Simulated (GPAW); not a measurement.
**KMgF3 (Pm-3m): refractive index against wavelength**

The refractive index of KMgF3 (Pm-3m) below the direct gap (7.64 eV on the mesh) is read from one computed spectrum, n = √(Re ε).

The structure is cubic, space group Pm-3m (No. 221). Conventional cell: a = 3.986 Å, b = 3.986 Å, c = 3.986 Å, α = 90.00°, β = 90.00°, γ = 90.00°. K on site b has 12 F at 2.82 Å as nearest neighbours. Around Mg on site a lie 6 F at 1.99 Å. Around F on site d lie 2 Mg at 1.99 Å.

Method: GPAW 26.7.0, PBE, RPA, k-mesh 8×8×8, local fields up to 60 eV, Lorentzian half width 0.15 eV.

Launch of the response step: `OMP_NUM_THREADS=1 python df.py`. The run took 82 s, its band step included, on 1 thread of Arm Neoverse V1, with other jobs on the host.

```tsv
wavelength (nm)	photon energy E (eV)	n
532	2.331	1.4053
450	2.755	1.4093
405	3.061	1.4127
365	3.397	1.4169
308	4.025	1.4266
266	4.661	1.4391
248	4.999	?
```

In the single-oscillator model n² − 1 = E₀E_d/(E₀² − E²), so 1/(n² − 1) = E₀/E_d − E²/(E₀E_d) is linear in E².

Working, on the rows shown:

| x = E² (eV²) | y = 1/(n² − 1) |
| --- | --- |
| 5.43137 | 1.02578 |
| 7.59115 | 1.01407 |
| 9.37179 | 1.0043 |
| 11.5384 | 0.992452 |
| 16.2043 | 0.966009 |
| 21.7255 | 0.933699 |

Means: x̄ = 11.977, ȳ = 0.98938. Σ(x − x̄)(y − ȳ) = -1.028, Σ(x − x̄)² = 182. Slope = -1.028 / 182 = -0.005651; intercept = ȳ − slope · x̄ = 1.0571. Turned back into n, the line misses the rows shown by at most 0.00024.

Q: Predict the last column of the withheld row from the fit.

A: At x = 24.994 the line gives y = 0.91582, that is 1.4463. The run gave 1.4471, so the extrapolation is off by 0.00075, 1.8 % of the range in the table.

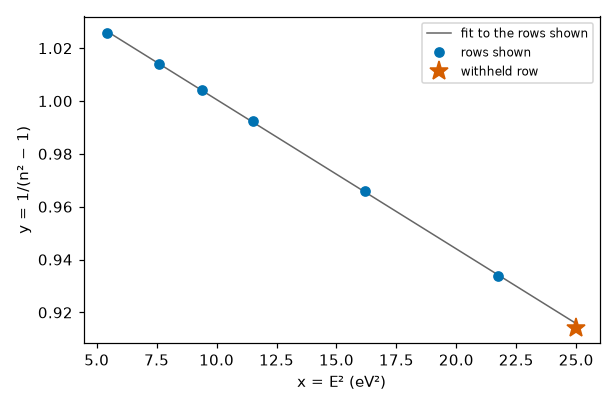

Refitted with all rows, the slope is -0.005714 and the intercept 1.0577. These give E₀ = √(intercept/−slope) = 13.61 eV and E_d = E₀/intercept = 12.9 eV; E₀ is 1.8 times the direct gap. The electronic limit at long wavelengths, without lattice vibrations, is n = √(1 + 1/intercept) = 1.395. Excitons are left out; PBE gaps are as a rule too small. The values come from a sum over the points of one k-mesh and carry its error, which grows as the direct gap shrinks. This version of GPAW has incomplete matrix elements in the optical limit, which can lower ε − 1 by up to a tenth where first-row anions or d states rule.

[Logs are printed without paths, hosts, clocks, repeated set-up lines and the standing remarks that a program may print on its own settings, such as how far it seeks lower states.]
